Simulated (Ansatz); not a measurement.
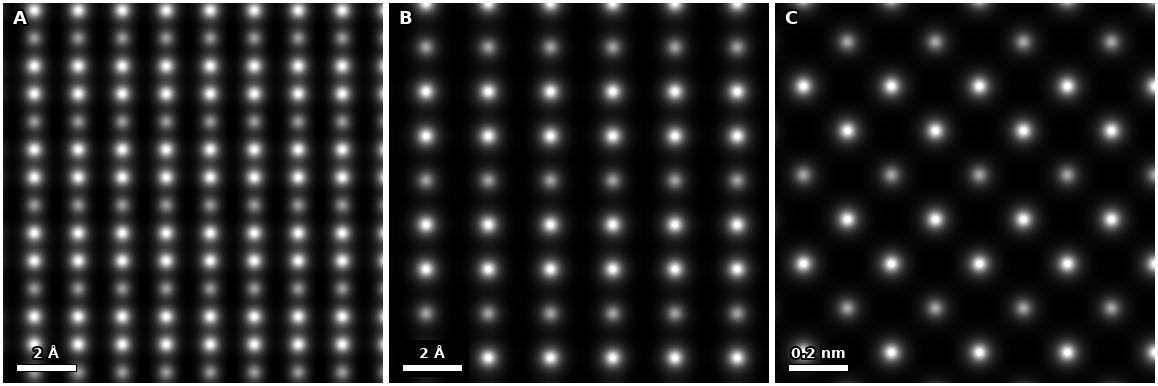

Three views of TiTc₂ (I4/mmm, No. 139) along different zone axes. Computed as the sum of neutral-atom potentials (tabulated electron scattering factors, B = 0.3 Å²) projected along the beam and smoothed by 0.25 Å; brighter is more positive. Atomic positions: the geometry relaxed at fixed volume with DFT PBEsol, scalar-relativistic, plane waves, PAW in Ansatz 0.2.0; the starting structure was generated, so it need not be a known form of this composition.

```
Ti Tc
1.0
     3.01010    0.00000    0.00000
     0.00000    3.01010    0.00000
     0.00000    0.00000    9.10762
Ti Tc
2 4
Direct
  0.00000 0.00000 0.00000
  0.50000 0.50000 0.50000
  0.00000 0.00000 0.33356
  0.50000 0.50000 0.16644
  0.50000 0.50000 0.83356
  0.00000 0.00000 0.66644
```

**Match the panels to the zone axes [100], [101] and [110].**

A is [101]: projected cell 1.51 × 2.86 Å, 90°, plane group p2mm. B is [110]: projected cell 2.13 × 4.55 Å, 90°, plane group p2mm. C is [100]: projected cell 3.01 × 4.80 Å, 108°, plane group c2mm.
